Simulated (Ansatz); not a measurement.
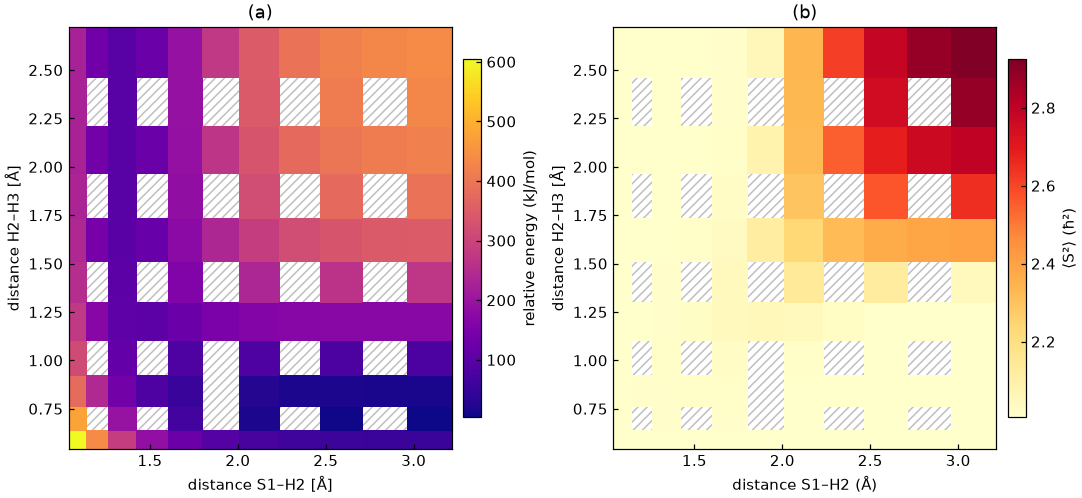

The system S + H₂, spin multiplicity 3. Coordinates scanned: (1) distance S1–H2; (2) distance H2–H3. Nothing is relaxed (the angle S1–H2–H3 is fixed at 160 degrees). The scan uses an 11 × 11 grid. At 26 points there is no value. Points are written as (first, second). All energies are given in kJ/mol relative to S far from the relaxed HH (each part in its own basis). In part of the range the unrestricted reference is strongly spin-contaminated. All numbers below come from Ansatz, UKS BHLYP-D4/aug-cc-pVTZ.

Panel (a) is the energy and panel (b) the computed ⟨S²⟩ on the same grid.

Drawn: one coloured cell a grid point, hatched blanks where no value was computed.

How does the ⟨S²⟩ vary over the map, and what is it at the lowest grid point?

Leaving out the highest fifth of the energies, it runs from 2.01 ħ² at (3.088 Å, 0.592 Å) to 2.39 ħ² at (2.832 Å, 1.622 Å). At the lowest grid point, (3.088 Å, 0.692 Å), it is 2.01 ħ². That point lies on the edge of the scan.
